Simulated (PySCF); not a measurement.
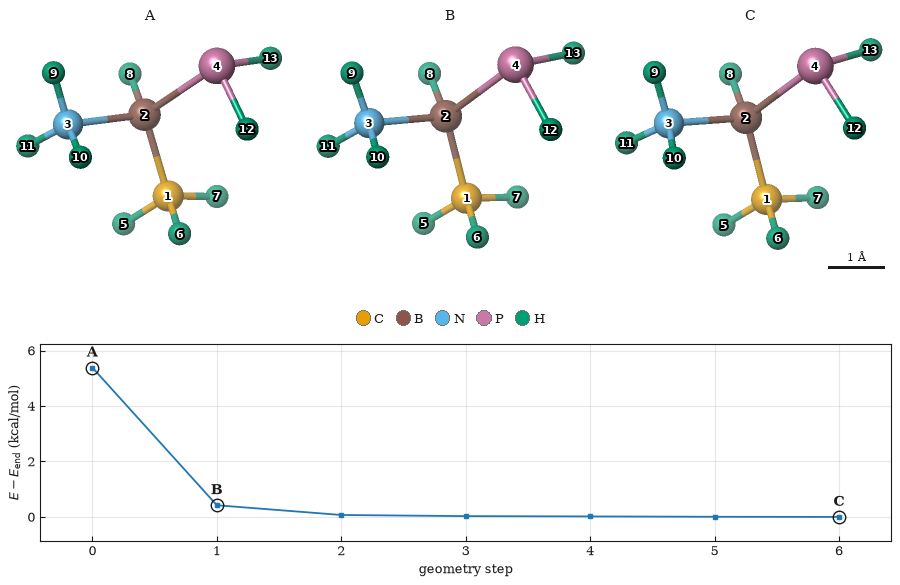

Frames of a relaxation of CH9BNP, marked on the history of the run. Style: ball-and-stick. Shown from a free direction.

The start comes from GFN2-xTB. Its atoms were then displaced at random by about 0.01 Å.

Level of theory: PBE0-D3(BJ)/def2-SVP geometry optimisation, gas phase in PySCF 2.14.0, density-fitted response routines. 

What happens along the run?

Answer. Over 6 geometry steps the energy falls by 5.38 kcal/mol. The atom that moves furthest after the best rigid fit is H13 (0.16 Å). By element the largest moves are H 0.16 Å, C 0.07 Å, B 0.07 Å, P 0.03 Å, N 0.03 Å. Among the contacts that change: P4–H13 1.343 → 1.425 Å, P4–H12 1.369 → 1.433 Å, B2–H8 1.184 → 1.228 Å, B2–P4 2.012 → 1.990 Å. Among the angles between lasting bonds that change: C1–B2–P4 113.7° → 118.4°, B2–N3–H10 107.5° → 111.8°, H10–N3–H11 111.9° → 107.7°. From step 0 to 1: H13 moves most (0.12 Å), energy −4.96 kcal/mol. From step 1 to 6: H atoms move most (0.08 Å), energy −0.42 kcal/mol.

```tsv
step	E − E(0), kcal/mol
0	0.00
1	-4.96
2	-5.31
3	-5.35
4	-5.36
5	-5.38
6	-5.38
```
